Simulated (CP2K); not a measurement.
# AlSiH3ClF (SMILES [F][Al]([SiH3])[Cl]): GFN2-xTB

What is the vertical ionisation energy of AlSiH3ClF at GFN2-xTB? 

The calculation is run with CP2K 2026.2.

3 further runs of the same task are left out: 3 set aside as unsound or not needed.

## (1) The system as given

The species is AlSiH3ClF (7 atoms), meant as a singlet with charge 0. SMILES: `[F][Al]([SiH3])[Cl]`. The shape is that of a PBE0-D4/def2-TZVP optimisation.

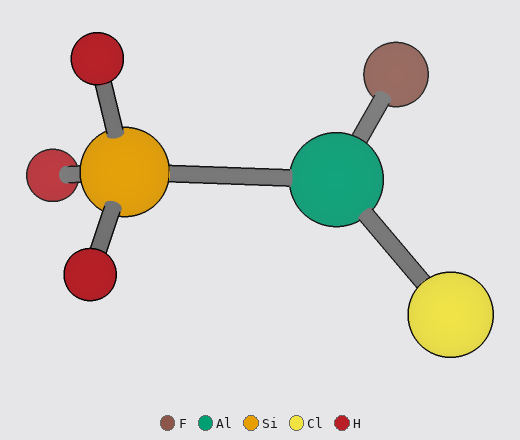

The structure, seen from a chosen angle (fluorine brown, aluminium teal, silicon amber, chlorine yellow, hydrogen red).

## (2) Energy and gradient at GFN2-xTB

molecule.xyz reads:

```xyz
7

F     -0.456800    -2.434100     0.809200
Al    -0.779600    -1.077000    -0.062600
Si     0.707200     0.841800     0.088400
Cl    -2.489200    -1.118300    -1.261400
H      2.075200     0.453200    -0.349700
H      0.781900     1.311300     1.498400
H      0.222600     1.955200    -0.768100
```

run.py reads:

```python
import numpy as np
from ase.io import read
from ase.calculators.cp2k import CP2K

atoms = read("molecule.xyz")
atoms.set_cell([14.6, 14.4, 12.8])
atoms.center()
cp2k_input = """
&FORCE_EVAL
   METHOD Quickstep
   &DFT
      CHARGE 0
      MULTIPLICITY 1
      &QS
         METHOD XTB
         EPS_DEFAULT 1.0E-10
         &XTB
            GFN_TYPE TBLITE
            &TBLITE
               METHOD GFN2
            &END TBLITE
            CHECK_ATOMIC_CHARGES F
         &END XTB
      &END QS
      &POISSON
         PERIODIC NONE
         POISSON_SOLVER ANALYTIC
      &END POISSON
      &SCF
         SCF_GUESS ATOMIC
         EPS_SCF 1.0E-06
         MAX_SCF 150
         ADDED_MOS 8
         &DIAGONALIZATION
            ALGORITHM STANDARD
         &END DIAGONALIZATION
         &MIXING
            METHOD DIRECT_P_MIXING
            ALPHA 0.4
         &END MIXING
      &END SCF
      &PRINT
         &MOMENTS
            PERIODIC F
            REFERENCE COM
            MAX_MOMENT 1
         &END MOMENTS
         &MO ON
            ENERGIES T
            OCCUPATION_NUMBERS T
            NDIGITS 6
            &EACH
               QS_SCF 0
            &END EACH
            ADD_LAST NUMERIC
         &END MO
         &HIRSHFELD OFF
         &END HIRSHFELD
      &END PRINT
   &END DFT
   &SUBSYS
   &END SUBSYS
&END FORCE_EVAL
"""
calc = CP2K(command="cp2k.psmp -s", label="molecule", inp=cp2k_input, basis_set=None, basis_set_file=None, potential_file=None, pseudo_potential=None, xc=None, cutoff=None, max_scf=None, charge=None, uks=False,
            force_eval_method=None, print_level="LOW", poisson_solver=None, stress_tensor=False)
atoms.calc = calc
e = atoms.get_potential_energy()
f = atoms.get_forces()
print(f"energy = {e:.6f} eV")
print("forces (eV/angstrom):")
for s, v in zip(atoms.get_chemical_symbols(), f):
    print(f"{s:2s} {v[0]:10.5f} {v[1]:10.5f} {v[2]:10.5f}")
```

The run is started by

```console
$ OMP_NUM_THREADS=1 python run.py
```

What it wrote:

```text
energy = -374.560036 eV
forces (eV/angstrom):
F     0.04201   -0.34982    0.19554
Al   -0.55556    0.58364   -0.67133
Si   -0.12597   -0.28747    0.04395
Cl    0.57186   -0.06024    0.43614
H    -0.18115    0.21642    0.10036
H     0.08718    0.03767   -0.28308
H     0.16164   -0.14022    0.17842
```

molecule.out, cut to the lines that bear on the results:

```text
CP2K| version string:                                       CP2K version 2026.2
[...]
 GLOBAL| Method name                                                        CP2K
[...]
 GLOBAL| Run type                                                   ENERGY_FORCE
[...]
 *** WARNING in qs_kind_types.F:2330 :: Information provided in the input ***
 *** file regarding BASIS for KIND <F> will be ignored!                   ***
 *** WARNING in qs_kind_types.F:2330 :: Information provided in the input ***
 *** file regarding BASIS for KIND <Al> will be ignored!                  ***
 *** WARNING in qs_kind_types.F:2330 :: Information provided in the input ***
 *** file regarding BASIS for KIND <Si> will be ignored!                  ***
 *** WARNING in qs_kind_types.F:2330 :: Information provided in the input ***
 *** file regarding BASIS for KIND <Cl> will be ignored!                  ***
 *** WARNING in qs_kind_types.F:2330 :: Information provided in the input ***
[... 80 lines left out ...]
  *** SCF run converged in    18 steps ***
[...]
 ENERGY| Total FORCE_EVAL ( QS ) energy [hartree]            -13.764828631327745
[...]
```

Wall time 1.4 s (1 thread of Arm Neoverse N1, shared host); peak memory 0.14 GiB.

## (3) The doublet cation, same level

molecule.xyz is that of step 2.

run.py reads:

```python
import numpy as np
from ase.io import read
from ase.calculators.cp2k import CP2K

atoms = read("molecule.xyz")
atoms.set_cell([14.6, 14.4, 12.8])
atoms.center()
cp2k_input = """
&FORCE_EVAL
    METHOD Quickstep
    &DFT
        CHARGE 1
        MULTIPLICITY 2
        UKS T
        &QS
            METHOD XTB
            EPS_DEFAULT 1.0E-10
            &XTB
                GFN_TYPE TBLITE
                &TBLITE
                    METHOD GFN2
                &END TBLITE
                CHECK_ATOMIC_CHARGES F
            &END XTB
        &END QS
        &POISSON
            PERIODIC NONE
            POISSON_SOLVER ANALYTIC
        &END POISSON
        # SCF settings
        &SCF
            SCF_GUESS ATOMIC
            EPS_SCF 1.0E-06
            MAX_SCF 150
            ADDED_MOS 4
            &DIAGONALIZATION
                ALGORITHM STANDARD
            &END DIAGONALIZATION
            &MIXING
                METHOD DIRECT_P_MIXING
                ALPHA 0.4
            &END MIXING
        &END SCF
        &PRINT
            &MOMENTS
                PERIODIC F
                REFERENCE COM
                MAX_MOMENT 1
            &END MOMENTS
            &MO ON
                ENERGIES T
                OCCUPATION_NUMBERS T
                NDIGITS 6
                &EACH
                    QS_SCF 0
                &END EACH
                ADD_LAST NUMERIC
            &END MO
            &HIRSHFELD OFF
            &END HIRSHFELD
        &END PRINT
    &END DFT
    # atoms, cell and kinds
    &SUBSYS
    &END SUBSYS
&END FORCE_EVAL
"""
calculator = CP2K(command="cp2k.psmp -s", label="molecule", inp=cp2k_input, basis_set=None, basis_set_file=None, potential_file=None, pseudo_potential=None, xc=None, cutoff=None, max_scf=None, charge=None, uks=False,
            force_eval_method=None, print_level="LOW", poisson_solver=None, stress_tensor=False)
atoms.calc = calculator
print("E / eV:", round(atoms.get_potential_energy(), 6))
forces = atoms.get_forces()
print(np.array2string(forces, precision=5, suppress_small=True))
print("largest force / (eV/A): %.4f" % np.linalg.norm(forces, axis=1).max())
```

The run is started by

```console
$ OMP_NUM_THREADS=1 python run.py
```

What it wrote:

```text
E / eV: -361.388585
[[ 0.19974  0.45899 -0.07434]
 [-1.67982 -1.03861 -0.70624]
 [ 0.99464  1.16567  0.15475]
 [ 1.06383  0.17546  0.67547]
 [-0.14421 -0.27102 -0.04307]
 [-0.2002  -0.23385  0.03792]
 [-0.23397 -0.25664 -0.0445 ]]
largest force / (eV/A): 2.0974
```

molecule.out, cut to the lines that bear on the results:

```text
CP2K| version string:                                       CP2K version 2026.2
[...]
 GLOBAL| Method name                                                        CP2K
[...]
 GLOBAL| Run type                                                   ENERGY_FORCE
[...]
 *** WARNING in qs_kind_types.F:2330 :: Information provided in the input ***
 *** file regarding BASIS for KIND <F> will be ignored!                   ***
 *** WARNING in qs_kind_types.F:2330 :: Information provided in the input ***
 *** file regarding BASIS for KIND <Al> will be ignored!                  ***
 *** WARNING in qs_kind_types.F:2330 :: Information provided in the input ***
 *** file regarding BASIS for KIND <Si> will be ignored!                  ***
 *** WARNING in qs_kind_types.F:2330 :: Information provided in the input ***
 *** file regarding BASIS for KIND <Cl> will be ignored!                  ***
 *** WARNING in qs_kind_types.F:2330 :: Information provided in the input ***
[... 95 lines left out ...]
  *** SCF run converged in    25 steps ***
[...]
 ENERGY| Total FORCE_EVAL ( QS ) energy [hartree]            -13.280786699034488
[...]
```

Wall time 1.4 s (1 thread of Arm Neoverse N1, shared host); peak memory 0.14 GiB.

## (4) Summary of results

At GFN2-xTB:

| quantity | value |
| --- | --- |
| singlet AlSiH3ClF: total energy | -13.76483 Eh |
| singlet AlSiH3ClF: dipole moment (from atomic charges alone) | 3.01 D |
| singlet AlSiH3ClF: HOMO energy | -10.39 eV |
| singlet AlSiH3ClF: LUMO energy | -6.69 eV |
| singlet AlSiH3ClF: HOMO–LUMO gap | 3.70 eV |
| doublet cation: total energy | -13.28079 Eh |
| doublet cation: HOMO energy (highest over α and β) | -16.18 eV |
| doublet cation: LUMO energy (lowest over α and β) | -15.97 eV |
| vertical ionisation energy (to the doublet cation) | 13.171 eV |

Removing an electron at fixed nuclei costs 13.17 eV (1271 kJ/mol). No empirical shift is applied, and without it xTB methods put this difference several eV too high. The dipole (singlet AlSiH3ClF) comes from point charges on the atoms alone, without atomic dipoles, so it is partial.
